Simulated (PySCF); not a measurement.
# C₁₀H₁₁ radical: open-shell or spin-flip excitations

What do calculations give for the open-shell or spin-flip excitations of C₁₀H₁₁ radical (`[CH2]c1ccc(C2CC2)cc1`)?

Computed with PySCF 2.14.0 and routines of our own; the level stands in each step. Atoms count from 0.

## 1. The system as given

21 atoms, charge 0, multiplicity 2; geometry from: GFN2-xTB.

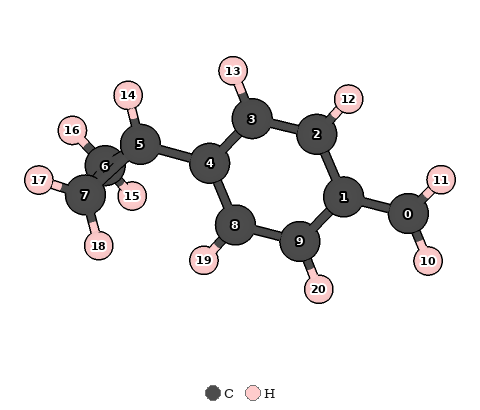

The starting geometry (carbon dark grey, hydrogen pink).

## 2. Open-shell or spin-flip excitations: unrestricted TDDFT PBE0/def2-SVP

What the job is given:

```
{"job": {"kind": "uabs", "xc": "PBE0", "basis": "def2-SVP", "nstates": 10, "tda": false}, "charge": 0, "multiplicity": 2}
C      3.678421    -0.170923    -0.669520
C      2.349415    -0.087899    -0.324030
C      1.934285     0.112572     1.023635
C      0.609084     0.181745     1.354900
C     -0.396691     0.060949     0.385653
C     -1.809019     0.135070     0.790987
C     -2.841311     0.797851    -0.089361
C     -2.867511    -0.681410     0.088827
C     -0.005450    -0.126649    -0.947521
C      1.314855    -0.199496    -1.296707
H      3.980342    -0.327286    -1.689520
H      4.454864    -0.088250     0.069534
H      2.692326     0.209016     1.787228
H      0.323083     0.332483     2.387223
H     -1.943155     0.267585     1.858569
H     -2.512397     1.199751    -1.035297
H     -3.604600     1.389678     0.392525
H     -3.649435    -1.116317     0.692951
H     -2.555414    -1.307185    -0.733261
H     -0.757427    -0.218523    -1.718006
H      1.596815    -0.345820    -2.329281
```

With the program's defaults for keys left out, this is: unrestricted TDDFT PBE0/def2-SVP, vertical, gas phase, core orbitals frozen in the response.

Run with:

```
OMP_NUM_THREADS=1 python excited_run.py task.json out
```

One launch serves the whole session: the jobs run in the order shown.

Output:

```text
coarse grid: 17680 points
cycle   1  E = -386.7680555346  dE =  1.668e+00  |g| = 2.655e-01  |ddm| = 3.837e+00
cycle   2  E = -386.7815527447  dE = -1.350e-02  |g| = 2.461e-01  |ddm| = 7.690e-01
cycle   3  E = -386.8155135883  dE = -3.396e-02  |g| = 3.095e-02  |ddm| = 3.467e-01
cycle   4  E = -386.8161678055  dE = -6.542e-04  |g| = 2.469e-02  |ddm| = 6.828e-02
cycle   5  E = -386.8166062782  dE = -4.385e-04  |g| = 1.029e-02  |ddm| = 4.062e-02
cycle   6  E = -386.8167372672  dE = -1.310e-04  |g| = 6.444e-03  |ddm| = 2.370e-02
cycle   7  E = -386.8167954535  dE = -5.819e-05  |g| = 2.714e-03  |ddm| = 1.778e-02
cycle   8  E = -386.8168067314  dE = -1.128e-05  |g| = 1.105e-03  |ddm| = 7.819e-03
cycle   9  E = -386.8168085111  dE = -1.780e-06  |g| = 5.988e-04  |ddm| = 2.366e-03
final grid: 171176 points
cycle  10  E = -386.8766832697  dE = -5.910e-05  |g| = 5.886e-03  |ddm| = 5.002e-02
cycle  11  E = -386.8766829746  dE =  2.951e-07  |g| = 6.080e-03  |ddm| = 1.617e-02
cycle  12  E = -386.8767032922  dE = -2.032e-05  |g| = 6.967e-04  |ddm| = 8.369e-03
cycle  13  E = -386.8767035547  dE = -2.625e-07  |g| = 2.677e-04  |ddm| = 1.190e-03
cycle  14  E = -386.8767036176  dE = -6.293e-08  |g| = 1.450e-04  |ddm| = 4.988e-04
cycle  15  E = -386.8767036482  dE = -3.058e-08  |g| = 7.856e-05  |ddm| = 3.304e-04
cycle  16  E = -386.8767036673  dE = -1.913e-08  |g| = 3.536e-05  |ddm| = 3.492e-04
cycle  17  E = -386.8767036709  dE = -3.585e-09  |g| = 2.008e-05  |ddm| = 1.815e-04
cycle  18  E = -386.8767036713  dE = -4.085e-10  |g| = 3.449e-06  |ddm| = 5.760e-05
converged SCF energy = -386.8767036713

Static polarisability (au): isotropic 109.541, principal 59.479 98.060 171.083

<S^2> of the reference = 0.7965 (exact 0.7500)

Excitations
state   eV       nm        f      <S^2>   main configurations
  1   3.3283    372.5   0.00365   0.915   Ha->La 0.42, Hb->Lb 0.23, H-1b->Lb 0.20, Ha->L+1a 0.11
  2   3.3914    365.6   0.00909   0.923   Hb->Lb 0.35, Ha->L+1a 0.24, Ha->La 0.21, H-1b->Lb 0.15
  3   4.0824    303.7   0.03154   0.949   H-1b->Lb 0.61, Ha->La 0.34
  4   4.4193    280.6   0.03648   2.516   H-1a->La 0.45, H-1b->L+1b 0.38, Hb->Lb 0.08
  5   4.9470    250.6   0.51816   0.926   Ha->L+1a 0.57, Hb->Lb 0.31, H-1b->L+1b 0.09
  6   5.4945    225.7   0.00056   0.881   H-2b->Lb 0.76, H-4b->Lb 0.20
  7   5.6062    221.2   0.00376   2.515   Hb->L+1b 0.57, H-2a->La 0.23, H-1a->L+1a 0.11
  8   5.7679    215.0   0.00034   0.863   H-4b->Lb 0.76, H-2b->Lb 0.18
  9   5.8197    213.0   0.00435   1.574   H-3b->Lb 0.49, H-2a->L+1a 0.19, Hb->L+2b 0.17
 10   6.0016    206.6   0.00045   0.899   Ha->L+2a 0.83, Ha->L+4a 0.12
```

Run time: 3.1 min. Hardware: 1 thread of Arm Neoverse N1, shared host; peak memory 0.81 GiB.

From this job:

| quantity | value |
| --- | --- |
| ⟨S²⟩ | 0.796 |

Löwdin spin populations:

C0 0.63; C1 -0.12; C2 0.21; C3 -0.10; C4 0.23; C5 -0.01; C6 0.02; C7 0.02; C8 -0.10; C9 0.21; H10 0.00; H11 0.00; H12 0.00; H13 0.00; H14 0.00; H15 0.00; H16 0.00; H17 0.00; H18 0.00; H19 0.00; H20 0.00

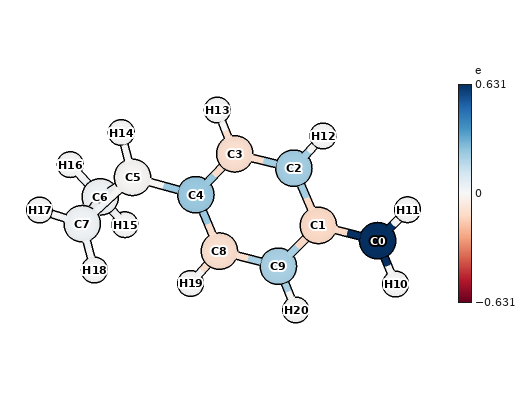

Löwdin spin populations, as colours on the atoms.

## 3. Open-shell or spin-flip excitations: unrestricted TDDFT BP86/def2-SVP

Settings changed since step 2:

```diff
@@ -1,2 +1,2 @@
-{"job": {"kind": "uabs", "xc": "PBE0", "basis": "def2-SVP", "nstates": 10, "tda": false}, "charge": 0, "multiplicity": 2}
+{"job": {"kind": "uabs", "xc": "BP86", "basis": "def2-SVP", "nstates": 4, "tda": false}, "charge": 0, "multiplicity": 2}
 C      3.678421    -0.170923    -0.669520
```

Level: unrestricted TDDFT BP86/def2-SVP, vertical, gas phase, core orbitals frozen in the response.

Output:

```text
coarse grid: 17680 points
cycle   1  E = -387.1412076513  dE =  1.251e+00  |g| = 3.978e-01  |ddm| = 4.080e+00
cycle   2  E = -387.0813923493  dE =  5.982e-02  |g| = 5.281e-01  |ddm| = 1.278e+00
cycle   3  E = -387.2399304584  dE = -1.585e-01  |g| = 5.543e-02  |ddm| = 7.972e-01
cycle   4  E = -387.2407973876  dE = -8.669e-04  |g| = 3.727e-02  |ddm| = 1.242e-01
cycle   5  E = -387.2415355053  dE = -7.381e-04  |g| = 1.431e-02  |ddm| = 5.587e-02
cycle   6  E = -387.2416299975  dE = -9.449e-05  |g| = 8.915e-03  |ddm| = 2.912e-02
cycle   7  E = -387.2416746867  dE = -4.469e-05  |g| = 3.174e-03  |ddm| = 1.434e-02
cycle   8  E = -387.2416816841  dE = -6.997e-06  |g| = 1.611e-03  |ddm| = 5.903e-03
final grid: 171176 points
cycle   9  E = -387.3222918199  dE = -7.618e-05  |g| = 5.674e-03  |ddm| = 7.280e-02
cycle  10  E = -387.3222522589  dE =  3.956e-05  |g| = 9.999e-03  |ddm| = 2.253e-02
cycle  11  E = -387.3223069462  dE = -5.469e-05  |g| = 2.422e-03  |ddm| = 1.469e-02
cycle  12  E = -387.3223102862  dE = -3.340e-06  |g| = 4.725e-04  |ddm| = 3.428e-03
cycle  13  E = -387.3223103870  dE = -1.008e-07  |g| = 2.222e-04  |ddm| = 9.169e-04
cycle  14  E = -387.3223104208  dE = -3.377e-08  |g| = 4.254e-05  |ddm| = 3.220e-04
cycle  15  E = -387.3223104225  dE = -1.771e-09  |g| = 3.386e-05  |ddm| = 1.236e-04
cycle  16  E = -387.3223104232  dE = -6.384e-10  |g| = 1.906e-05  |ddm| = 7.255e-05
converged SCF energy = -387.3223104232

Static polarisability (au): isotropic 114.650, principal 60.135 100.898 182.918

<S^2> of the reference = 0.7635 (exact 0.7500)

Excitations
state   eV       nm        f      <S^2>   main configurations
  1   2.9000    427.5   0.00075   0.799   Ha->La 0.63, H-1b->Lb 0.34
  2   3.0677    404.2   0.02012   0.792   Hb->Lb 0.65, Ha->L+1a 0.31
  3   3.5280    351.4   0.02138   0.798   H-1b->Lb 0.62, Ha->La 0.34
  4   4.3017    288.2   0.08329   0.904   H-2b->Lb 0.70, Ha->L+1a 0.10
```

It took 2.1 min on 1 thread of Arm Neoverse N1, shared host; peak memory 0.81 GiB.

From this job:

| quantity | value |
| --- | --- |
| ⟨S²⟩ | 0.763 |

## 4. Results

| quantity | value |
| --- | --- |
| lowest and brightest state of nearly pure spin, of 10 (step 2, unrestricted TDDFT PBE0/def2-SVP) | 3.33 eV; 4.95 eV, f = 0.518 |
| lowest and brightest state of nearly pure spin, of 4 (step 3, unrestricted TDDFT BP86/def2-SVP) | 2.90 eV; 4.30 eV, f = 0.083 |

States whose ⟨S²⟩ lies well above the reference's are mixtures of spin states, an artefact of the unrestricted response, and are left out of the summary. The lowest state of nearly pure spin runs from 2.90 to 3.33 eV over the runs.
